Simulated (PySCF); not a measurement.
**UMP2/6-311+G(d,p) run of BHClO (SMILES O[B]Cl)**

What is the vertical ionisation energy of BHClO at UMP2/6-311+G**? The job is set up through a Python script.

The calculation is run with PySCF 2.14.0.

**1. Starting point**

BHClO has 4 atoms, charge 0, and is taken as a doublet. SMILES: `O[B]Cl`. Geometry: relaxed at PBE0-D4/def2-TZVP.

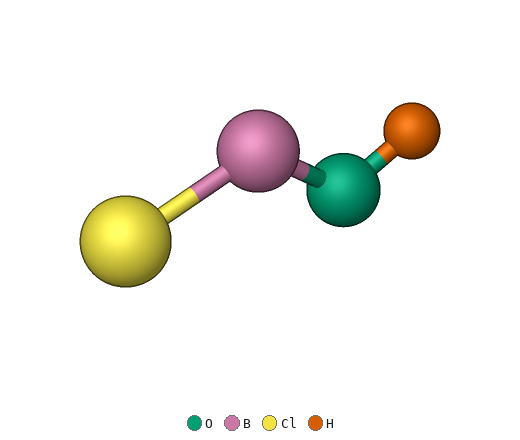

Viewed from a chosen angle; oxygen teal, boron pink, chlorine yellow, hydrogen orange.

**2. The energy at UMP2/6-311+G(d,p)**

run.py reads:

```python
from pyscf import gto, scf, mp

molecule = gto.M(
    atom='''
O      1.031035     0.361127    -1.113616
B     -0.812393     0.123966     0.590728
Cl    -1.052955    -2.500486     2.556610
H      0.939194     1.901442    -2.072085
''',
    max_memory=1860,
    charge=0,
    spin=1,
    verbose=4,
    unit='bohr',
    basis='6-311+g**',
)

mf = scf.UHF(molecule)
mf.conv_tol = 1e-10
mf.kernel()
if not mf.converged:
    mf = mf.newton().run(mf.mo_coeff, mf.mo_occ)

pt = mp.MP2(mf, frozen=7).run()
e_tot = pt.e_tot
print('E(%s) = %.9f' % ('MP2', e_tot))
```

On the command line:

```bash
$ OMP_NUM_THREADS=1 python run.py
```

The log of the run:

```text
PySCF version 2.14.0

[INPUT] num. atoms = 4
[INPUT] num. electrons = 31
[INPUT] charge = 0
[INPUT] spin (= nelec alpha-beta = 2S) = 1
[INPUT] symmetry False subgroup None
[INPUT] Mole.unit = bohr
[INPUT] Symbol           X                Y                Z      unit          X                Y                Z       unit  Magmom
[INPUT]  1 O      0.545600225661   0.191100178648  -0.589300208916 AA    1.031035000000   0.361127000000  -1.113616000000 Bohr   0.0
[INPUT]  2 B     -0.429899861911   0.065599982129   0.312599795452 AA   -0.812393000000   0.123966000000   0.590728000000 Bohr   0.0
[INPUT]  3 Cl    -0.557199790124  -1.323200207425   1.352899749210 AA   -1.052955000000  -2.500486000000   2.556610000000 Bohr   0.0
[INPUT]  4 H      0.497000061433   1.006199774286  -1.096500161089 AA    0.939194000000   1.901442000000  -2.072085000000 Bohr   0.0

nuclear repulsion = 76.6997226590194
number of shells = 38
number of NR pGTOs = 130
number of NR cGTOs = 80
basis = 6-311+g**
ecp = {}

******** <class 'pyscf.scf.uhf.UHF'> ********
method = UHF
initial guess = minao
damping factor = 0
level_shift factor = 0
DIIS = <class 'pyscf.scf.diis.CDIIS'>
diis_start_cycle = 1
diis_space = 8
diis_damp = 0
SCF conv_tol = 1e-10
SCF conv_tol_grad = None
SCF max_cycles = 50
direct_scf = True
direct_scf_tol = 1e-13
number electrons alpha = 16  beta = 15
Set gradient conv threshold to 1e-05
init E= -560.030747475092
[... the frontier-level lines of each cycle are left out ...]

cycle= 1 E= -559.620289729596  delta_E= 0.41  |g|= 0.353  |ddm|=  1.6
cycle= 2 E= -559.681072448137  delta_E= -0.0608  |g|= 0.198  |ddm|= 0.795
cycle= 3 E= -559.698455768514  delta_E= -0.0174  |g|= 0.0484  |ddm|=  0.2
cycle= 4 E= -559.701599948717  delta_E= -0.00314  |g|= 0.0195  |ddm|= 0.155
cycle= 5 E= -559.702282663531  delta_E= -0.000683  |g|= 0.00893  |ddm|= 0.0685
cycle= 6 E= -559.702445884623  delta_E= -0.000163  |g|= 0.00389  |ddm|= 0.0309
cycle= 7 E= -559.702475897863  delta_E= -3e-05  |g|= 0.00145  |ddm|= 0.0126
cycle= 8 E= -559.702480096343  delta_E= -4.2e-06  |g|= 0.000532  |ddm|= 0.00474
cycle= 9 E= -559.702480689292  delta_E= -5.93e-07  |g|= 0.000219  |ddm|= 0.00164
cycle= 10 E= -559.702480789292  delta_E= -1e-07  |g|= 9.59e-05  |ddm|= 0.000567
cycle= 11 E= -559.702480809061  delta_E= -1.98e-08  |g|= 3.31e-05  |ddm|= 0.000248
cycle= 12 E= -559.702480811335  delta_E= -2.27e-09  |g|= 1.21e-05  |ddm|= 0.000102
cycle= 13 E= -559.702480811613  delta_E= -2.78e-10  |g|= 5.52e-06  |ddm|= 4.77e-05
cycle= 14 E= -559.702480811652  delta_E= -3.91e-11  |g|= 2.56e-06  |ddm|= 1.82e-05
Extra cycle  E= -559.702480811661  delta_E= -9.21e-12  |g|= 1.6e-06  |ddm|= 4.19e-06
converged SCF energy = -559.702480811661  <S^2> = 0.75415656  2S+1 = 2.0041523

******** <class 'pyscf.mp.ump2.UMP2'> ********
nocc = (np.int64(9), np.int64(8)), nmo = (73, 73)
frozen orbitals 7
E(UMP2) = -560.10860387712  E_corr = -0.406123065458772
E(SCS-UMP2) = -560.09458680955  E_corr = -0.392105997889553
E_corr(same-spin) = -0.109894246916507
E_corr(oppo-spin) = -0.296228818542265
E(MP2) = -560.108603877
```

Run time: 2.3 s. Hardware: 1 thread of Arm Neoverse V1, shared host; peak memory 0.17 GiB.

**3. The singlet cation at the same level**

job.py reads:

```python
from pyscf import gto, scf, mp

mol = gto.M(
    atom='''
O      0.545600     0.191100    -0.589300
B     -0.429900     0.065600     0.312600
Cl    -0.557200    -1.323200     1.352900
H      0.497000     1.006200    -1.096500
''',
    max_memory=1860,
    verbose=3,
    basis='6-311+g**',
    charge=1,
)

myscf = scf.RHF(mol)
myscf.conv_tol = 1e-10
myscf.kernel()
if not myscf.converged:
    myscf = myscf.newton().run(myscf.mo_coeff, myscf.mo_occ)

pt = mp.MP2(myscf, frozen=7).run()
etot = pt.e_tot
print('Final energy', etot)
```

On the command line:

```bash
$ OMP_NUM_THREADS=1 python job.py
```

The log of the run:

```text
converged SCF energy = -559.380995281676
E(RMP2) = -559.797503075015  E_corr = -0.416507793338628
E(SCS-RMP2) = -559.784904164258  E_corr = -0.40390888258165
Final energy -559.797503075015
```

It took 1.5 s on 1 thread of Arm Neoverse V1, shared host; peak memory 0.17 GiB.

**4. What came out**

Level: UMP2/6-311+G**, 7 core orbitals frozen.

| quantity | value |
| --- | --- |
| doublet BHClO: total energy | -560.10860 Eh |
| doublet BHClO: dipole moment (Hartree–Fock density) | 2.46 D |
| doublet BHClO: HOMO energy (Hartree–Fock orbitals) (highest over α and β) | -9.80 eV |
| doublet BHClO: LUMO energy (Hartree–Fock orbitals) (lowest over α and β) | 0.87 eV |
| doublet BHClO: correlation energy (7 core orbitals frozen) | -406.1 mEh |
| doublet BHClO: ⟨S²⟩ of the reference determinant | 0.754 |
| singlet cation: total energy | -559.79750 Eh |
| singlet cation: HOMO energy (Hartree–Fock orbitals) | -19.95 eV |
| singlet cation: LUMO energy (Hartree–Fock orbitals) | -7.58 eV |
| singlet cation: HOMO–LUMO gap (Hartree–Fock orbitals) | 12.37 eV |
| singlet cation: correlation energy (7 core orbitals frozen) | -416.5 mEh |
| vertical ionisation energy (to the singlet cation) | 8.465 eV |

The vertical ionisation energy comes to 8.47 eV (195 kcal/mol). Only the singlet of the ionised species was computed; a triplet could lie lower.
